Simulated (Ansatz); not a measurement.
**AlFH3N: molecular dynamics**

The plan is to follow the molecule's vibrations and see whether its bonds hold. The start is relaxed first. Runs: 500 steps of 0.25 fs under a Langevin thermostat at 2000 K.

All numbers below are computed with Ansatz 0.2.0 (RKS revPBE/def2-SVP).

## (1) Starting point

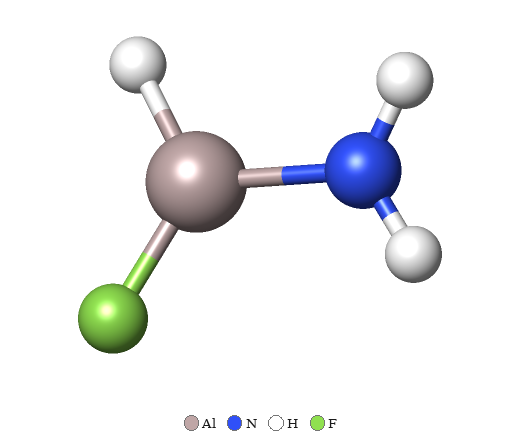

The starting structure, seen from a chosen angle (aluminium light grey, nitrogen blue, hydrogen white, fluorine green).

As a file:

```xyz
6

Al    0.0000    0.0000    0.0000
N     0.0000    0.0000    1.9200
H    -0.8770   -0.2713    2.4500
H     0.8770    0.2713    2.4500
H     1.3510    0.0000   -0.7800
F    -1.4635    0.0000   -0.8450
```

## (2) Preparing the start

Contents of input.yaml:

```yaml
crystal:
  periodic: [false, false, false]
  atoms:
    - { symbol: Al, position_ang: [0.0, 0.0, 0.0] }
    - { symbol: "N", position_ang: [0.0, 0.0, 1.92] }
    - { symbol: H, position_ang: [-0.877, -0.2713, 2.45] }
    - { symbol: H, position_ang: [0.877, 0.2713, 2.45] }
    - { symbol: H, position_ang: [1.351, 0.0, -0.78] }
    - { symbol: F, position_ang: [-1.4635, 0.0, -0.845] }
basis:
  gaussian: { orbitals: def2-SVP }
hamiltonian:
  xc: revpbe
relax:
  f_tol: 0.02
  max_steps: 40
```

Launch:

```
$ ansatz run input.yaml --threads 1 --pin off --max-ram 2048MiB --backend cpu --events-out ev --progress --plain --runs-dir out
```

The program printed (excerpt; [...] marks lines left out):

```text
Warning: RAYON_NUM_THREADS=1 ignored (pool sized by the plan → 1); use --threads N
[...]
Functional definition: revPBE
[...]
687 factors; their error is unknown
[...]
mean field -10846.78089923 eV, -398.6118458345 hartree, gradient 3.8e-5 eV, S^2 0.000000; 0 other end points of the search recorded, 0 dependent functions left out
[...]
reference -10846.78094469 eV, -398.6118475052 hartree; 16, 16 occupied and 45, 45 virtual orbitals, 687 factors
relax step   1: F+E_penalty+E_count = -10846.78089923 eV  Δ(F+E_penalty+E_count) = +0.000e0 eV  max|allowed force component| = 2.444e0 eV/Å  Δτ_max = 0.0000 Å  (25 SCF iters, accepted)
[...]
relax step   7: F+E_penalty+E_count = -10847.11625578 eV  Δ(F+E_penalty+E_count) = -1.355e-3 eV  max|allowed force component| = 5.031e-2 eV/Å  Δτ_max = 0.0241 Å  (27 SCF iters, accepted)
[...]
relax step   8: F+E_penalty+E_count = -10847.11633204 eV  Δ(F+E_penalty+E_count) = -7.627e-5 eV  max|allowed force component| = 4.189e-3 eV/Å  Δτ_max = 0.0039 Å  (21 SCF iters, accepted)
687 factors; their error is unknown
mean field -10847.11633204 eV, -398.6241727631 hartree, gradient 1.7e-5 eV, S^2 0.000000; 1 other end points of the search recorded, 0 dependent functions left out
[...]
reference -10847.11637676 eV, -398.6241744062 hartree; 16, 16 occupied and 45, 45 virtual orbitals, 687 factors
Total energy: -10847.11637676 eV, -398.6241744062 hartree
Atom 0 at     0.017500     0.003989     0.052909 Å, force    -0.004189    -0.000322    -0.001218 eV/Å
Atom 1 at    -0.010007    -0.000245     1.834099 Å, force     0.001221     0.000104    -0.003252 eV/Å
Atom 2 at    -0.848410    -0.073801     2.415344 Å, force    -0.001490    -0.000127     0.001446 eV/Å
Atom 3 at     0.819873     0.071363     2.427595 Å, force     0.000520     0.000036    -0.001112 eV/Å
Atom 4 at     1.365762     0.122166    -0.775201 Å, force     0.000420     0.000024     0.001714 eV/Å
Atom 5 at    -1.457218    -0.123473    -0.759746 Å, force     0.003518     0.000285     0.002422 eV/Å
Dipole moment:     0.206278     0.017483     0.443513 e Å
```

Run time: 13 s. Hardware: 1 thread of Arm Neoverse V1, shared host; peak memory 0.12 GiB.

Relaxation path:

```csv
step,energy from step 1 (eV),largest force component (eV/Å)
1,0.0000,2.4440
2,-0.2510,1.1238
3,-0.3041,0.8965
4,-0.3238,0.5928
5x,-0.3109,1.3052
6,-0.3340,0.1034
7,-0.3354,0.0503
8,-0.3354,0.0042
```

Step 1 is the start. 1 step was tried and not accepted (marked x).

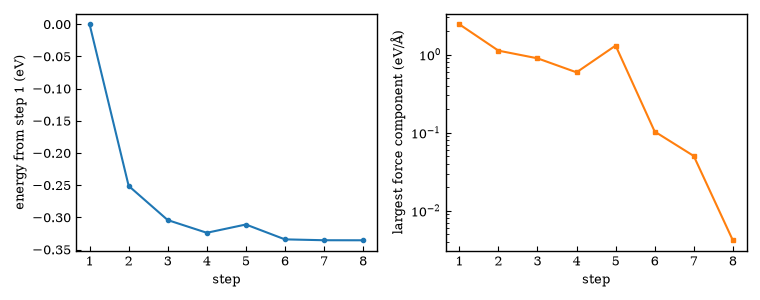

How energy and force went from step to step.

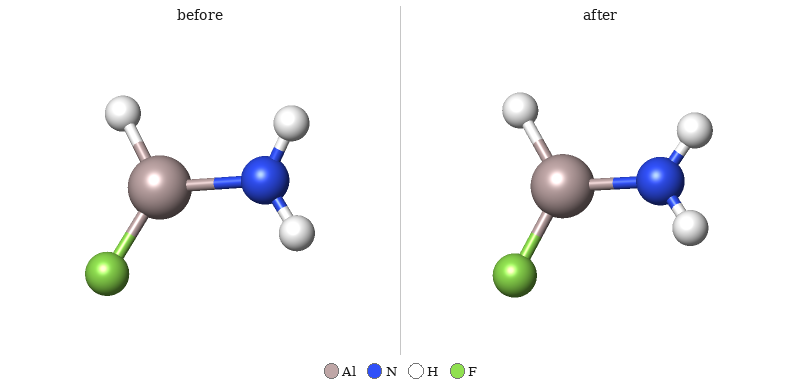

The structure before (left) and after (right), drawn at the same scale.

After: Bond lengths: Al1–N2 1.781 Å, N2–H3 1.023 Å, N2–H4 1.023 Å, Al1–H5 1.587 Å, Al1–F6 1.689 Å. Angles: Al1–N2–H3 125.5°, Al1–N2–H4 124.6°, H3–N2–H4 109.9°, N2–Al1–H5 122.4°, N2–Al1–F6 117.9°, H5–Al1–F6 119.8°.

## (3) The run

500 steps of 0.25 fs under a Langevin thermostat at 2000 K, from the relaxed start.

Contents of input.yaml:

```yaml
crystal:
  periodic: [false, false, false]
  atoms:
    - { symbol: Al, position_ang: [0.0175, 0.003989, 0.052909] }
    - { symbol: "N", position_ang: [-0.010007, -0.000245, 1.834099] }
    - { symbol: H, position_ang: [-0.84841, -0.073801, 2.415344] }
    - { symbol: H, position_ang: [0.819873, 0.071363, 2.427595] }
    - { symbol: H, position_ang: [1.365762, 0.122166, -0.775201] }
    - { symbol: F, position_ang: [-1.457218, -0.123473, -0.759746] }
basis:
  gaussian: { orbitals: def2-SVP }
hamiltonian:
  xc: revpbe
md:
  timestep: 0.25
  n_steps: 500
  ensemble: nvt_langevin
  temperature: 2000.0
  initial_velocities: maxwell_boltzmann
  seed: 73707
  friction: 0.01
```

Launch:

```
$ ansatz run input.yaml --threads 1 --pin off --max-ram 2048MiB --backend cpu --events-out ev --progress --plain --runs-dir out
```

The program printed (excerpt; [...] marks lines left out):

```text
Warning: RAYON_NUM_THREADS=1 ignored (pool sized by the plan → 1); use --threads N
[...]
[... 1 set-up line as earlier in the session ...]
[...]
687 factors; their error is unknown
[...]
mean field -10847.11632634 eV, -398.6241725536 hartree, gradient 4.6e-5 eV, S^2 0.000000; 0 other end points of the search recorded, 0 dependent functions left out
[...]
reference -10847.11637106 eV, -398.6241741971 hartree; 16, 16 occupied and 45, 45 virtual orbitals, 687 factors
md step     0: t =     0.00 fs  T =  1666.7 K  F+E_penalty+E_count = -10847.11632634 eV  E_kin = 1.292600 eV  (24 SCF iters)
[...]
md step    25: t =     6.25 fs  T =  1150.7 K  F+E_penalty+E_count = -10846.78847422 eV  E_kin = 0.892451 eV  (28 SCF iters)
[...]
md step    50: t =    12.50 fs  T =  1312.2 K  F+E_penalty+E_count = -10846.71636528 eV  E_kin = 1.017672 eV  (28 SCF iters)
[...]
md step    75: t =    18.75 fs  T =  1295.8 K  F+E_penalty+E_count = -10846.58254390 eV  E_kin = 1.004994 eV  (28 SCF iters)
[...]
md step   100: t =    25.00 fs  T =  1782.2 K  F+E_penalty+E_count = -10846.51475113 eV  E_kin = 1.382192 eV  (28 SCF iters)
md step   101: t =    25.25 fs  T =  1777.7 K  F+E_penalty+E_count = -10846.49372650 eV  E_kin = 1.378737 eV  (28 SCF iters)
```

## (4) The output, continued: dynamics from the start

Output, continued (excerpt; [...] marks lines left out):

```text
md step   102: t =    25.50 fs  T =  1795.2 K  F+E_penalty+E_count = -10846.47379172 eV  E_kin = 1.392287 eV  (28 SCF iters)
[...]
md step   134: t =    33.50 fs  T =  2105.5 K  F+E_penalty+E_count = -10846.74207592 eV  E_kin = 1.632938 eV  (27 SCF iters)
[...]
md step   166: t =    41.50 fs  T =  2433.0 K  F+E_penalty+E_count = -10846.53881154 eV  E_kin = 1.886969 eV  (28 SCF iters)
[...]
md step   198: t =    49.50 fs  T =  2057.2 K  F+E_penalty+E_count = -10846.37967929 eV  E_kin = 1.595464 eV  (27 SCF iters)
[...]
md step   228: t =    57.00 fs  T =  1903.6 K  F+E_penalty+E_count = -10846.15126335 eV  E_kin = 1.476394 eV  (29 SCF iters)
md step   229: t =    57.25 fs  T =  1884.7 K  F+E_penalty+E_count = -10846.15020622 eV  E_kin = 1.461722 eV  (29 SCF iters)
```

## (5) More of the same log: dynamics from the start

The log, continued (excerpt; [...] marks lines left out):

```text
md step   230: t =    57.50 fs  T =  1789.5 K  F+E_penalty+E_count = -10846.14651613 eV  E_kin = 1.387878 eV  (29 SCF iters)
[...]
md step   256: t =    64.00 fs  T =  2178.5 K  F+E_penalty+E_count = -10846.16149645 eV  E_kin = 1.689544 eV  (28 SCF iters)
[...]
md step   282: t =    70.50 fs  T =  1671.5 K  F+E_penalty+E_count = -10846.27133238 eV  E_kin = 1.296382 eV  (26 SCF iters)
[...]
md step   308: t =    77.00 fs  T =  2354.0 K  F+E_penalty+E_count = -10846.52073562 eV  E_kin = 1.825703 eV  (28 SCF iters)
[...]
md step   499: t =   124.75 fs  T =  1080.4 K  F+E_penalty+E_count = -10846.25778906 eV  E_kin = 0.837909 eV  (28 SCF iters)
[...]
md step   500: t =   125.00 fs  T =  1110.6 K  F+E_penalty+E_count = -10846.24555748 eV  E_kin = 0.861323 eV  (26 SCF iters)
Total energy: -10846.24560269 eV, -398.5921740497 hartree
Atom 0 at    -0.620568     0.524337     0.056057 Å, force    -4.777108     1.465123     0.470345 eV/Å
Atom 1 at    -1.064855    -0.894088     1.045016 Å, force    -0.534470    -1.795677     1.117014 eV/Å
Atom 2 at    -1.894562    -1.437908     1.475063 Å, force     1.026092     1.728440    -1.219059 eV/Å
Atom 3 at    -0.303159    -1.497586     1.369117 Å, force     0.516430    -0.022749    -0.103144 eV/Å
Atom 4 at     0.711479     1.104749    -0.432548 Å, force     0.659074     0.086486    -0.235071 eV/Å
Atom 5 at    -2.267808     1.498099    -0.112126 Å, force     3.109982    -1.461623    -0.030086 eV/Å
Dipole moment:     0.484682    -0.535520     0.150862 e Å
```

Wall time 10 min (1 thread of Arm Neoverse V1, shared host); peak memory 0.097 GiB.

## (6) Frames and traces

One step in 20; energies are changes from step 0:

```csv
time (fs),T (K),potential energy change (meV/atom)
0.0,1667,0.0
5.0,1313,42.9
10.0,1130,62.1
15.0,1293,86.3
20.0,1383,95.2
25.0,1782,100.3
30.0,1842,96.6
35.0,2074,55.1
40.0,2253,94.9
45.0,2202,96.3
50.0,2134,129.2
55.0,2337,150.7
60.0,1790,184.8
65.0,2193,160.1
70.0,1657,139.2
75.0,2299,103.2
80.0,2204,120.7
85.0,2048,138.0
90.0,1646,139.0
95.0,1559,206.2
100.0,1064,243.3
105.0,1044,266.6
110.0,2024,132.0
115.0,2215,72.9
120.0,1559,99.9
125.0,1111,145.1
```

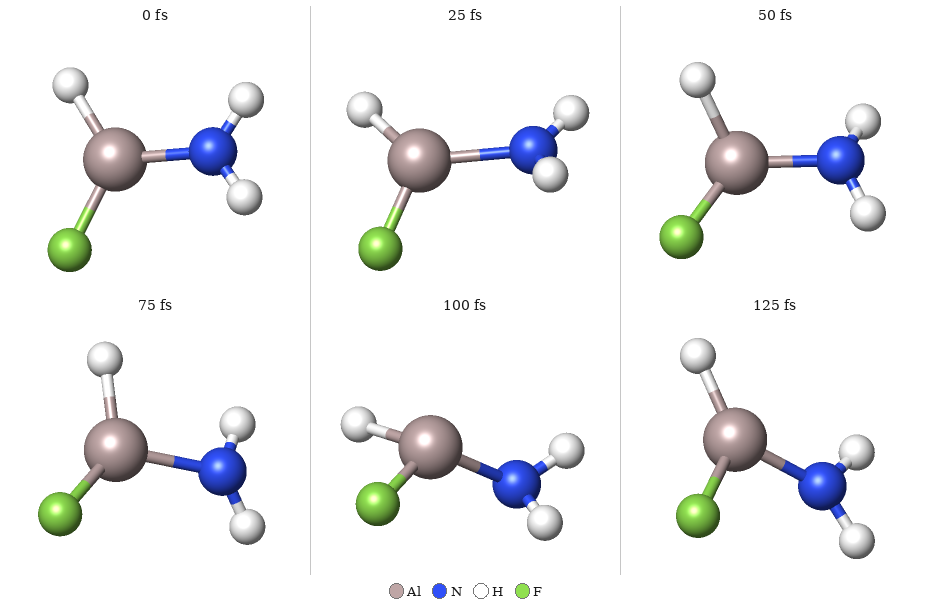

The system at six times, viewed from a chosen angle. Sticks join atoms within a bonding distance in each frame.

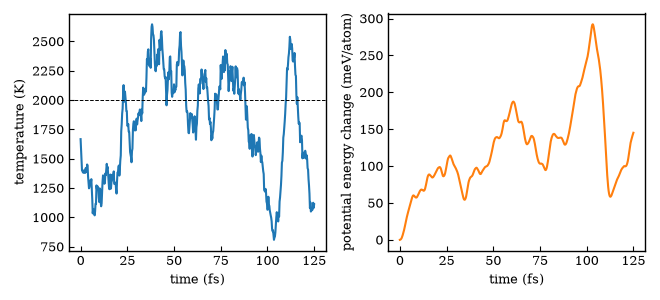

Time series of the run, each on its own scale. The dashed line is the set temperature.

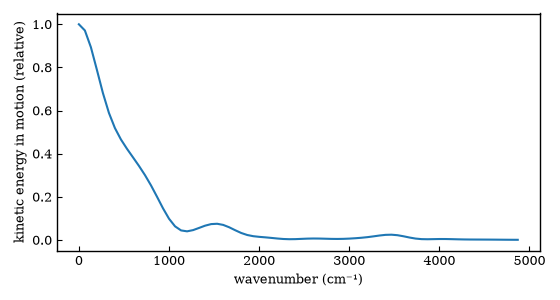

Power spectrum of the mass-weighted velocities; a run of 125 fs resolves no finer than about 530 cm⁻¹.

## (7) Snapshots as a file

Extended XYZ, with forces in eV/Å:

```xyz
6
time_fs=15.5 T=1240 dE=0.5306
Al   -0.038    0.064   -0.023    0.340   -1.080    0.807
N     0.023   -0.321    1.760    1.833   -0.275   -2.316
H    -0.441    0.010    2.548   -2.189    1.001    1.749
H     0.961   -0.347    2.144    1.007   -0.344   -0.079
H     0.951   -0.291   -1.217    0.519    0.288    0.328
F    -1.559    0.010   -0.644   -1.512    0.410   -0.489
6
time_fs=31.2 T=1871 dE=0.5281
Al   -0.166    0.118   -0.086    0.650   -1.508    0.708
N     0.075   -0.541    1.661   -0.421    0.437   -0.740
H    -0.756   -0.193    2.215    1.220   -0.998    0.101
H     0.768   -1.215    2.145   -1.572    1.616   -0.849
H     0.975    0.138   -1.212    0.017    0.189    0.265
F    -1.712    0.277   -0.772    0.106    0.264    0.515
6
time_fs=47.0 T=2237 dE=0.6052
Al   -0.331    0.074   -0.070   -0.533    3.308   -2.754
N    -0.175   -0.628    1.475   -0.654   -0.442    0.927
H    -1.066   -0.755    1.954    0.127   -0.597    0.594
H     0.589   -1.224    1.737    0.329   -0.547    0.696
H     0.804    1.149   -0.577   -0.021   -0.804   -0.095
F    -1.815    0.624   -0.800    0.752   -0.919    0.632
6
time_fs=62.5 T=1910 dE=1.0281
Al   -0.469    0.173   -0.186    2.019   -0.134    3.115
N    -0.457   -0.769    1.435    0.931   -2.160   -0.761
H    -1.074   -1.491    1.861   -0.606    0.679   -0.299
H     0.411   -1.404    1.439   -0.504    1.336   -0.044
H     0.926    1.007    0.165   -0.294   -0.327   -1.006
F    -1.815    0.958   -0.661   -1.546    0.606   -1.004
6
time_fs=78.0 T=2364 dE=0.5668
Al   -0.489    0.259   -0.084   -2.160    0.879   -0.028
N    -0.672   -0.967    1.261   -0.507    0.156   -0.728
H    -1.400   -1.661    1.504    0.114    0.633   -0.066
H     0.228   -1.399    1.462    0.396   -0.228    0.136
H     1.053    0.292   -0.575   -0.472    0.400   -0.114
F    -1.937    1.316   -0.611    2.629   -1.840    0.800
6
time_fs=93.8 T=1530 dE=1.1653
Al   -0.571    0.463    0.062   -1.437   -1.245   -2.134
N    -0.782   -1.145    0.996   -1.779    2.357   -0.733
H    -1.766   -1.149    1.417    1.799   -0.566    0.139
H     0.001   -1.532    1.504   -0.068   -0.511    0.804
H     0.068    0.199   -1.423    0.801    0.307    0.619
F    -1.913    1.423   -0.516    0.684   -0.343    1.305
6
time_fs=109.5 T=1884 dE=0.9251
Al   -0.701    0.579    0.081    2.201   -3.801    0.516
N    -0.906   -1.062    0.939    2.797    0.239    0.145
H    -1.635   -0.947    1.591   -1.909   -0.235    1.581
H    -0.134   -1.585    1.501   -1.290    1.098   -1.304
H     0.280    0.397   -1.066    1.190    0.426   -0.656
F    -1.974    1.443   -0.304   -2.989    2.273   -0.283
6
time_fs=125.0 T=1111 dE=0.8708
Al   -0.621    0.524    0.056   -4.777    1.465    0.470
N    -1.065   -0.894    1.045   -0.534   -1.796    1.117
H    -1.895   -1.438    1.475    1.026    1.728   -1.219
H    -0.303   -1.498    1.369    0.516   -0.023   -0.103
H     0.712    1.105   -0.432    0.659    0.086   -0.235
F    -2.268    1.498   -0.112    3.110   -1.462   -0.030
```

## (8) Results

| quantity | value |
| --- | --- |
| relaxation of the start | 6 moves, 0.335 eV lower |
| length | 500 steps of 0.25 fs |
| temperature, first and last step | 1667 and 1111 K |
| temperature, second half | mean 1781 K, from 808 to 2539 K |
| potential energy, second half | +151 meV/atom from the start |
| bonds formed or broken | 0 |

**Reading.** Against a set 2000 K the second half averages 1781 K with a spread of 450 K. The bonds all hold. 125 fs on 6 atoms is far too short and small for converged averages. The nuclei move classically, without zero-point motion, which matters most for hydrogen.
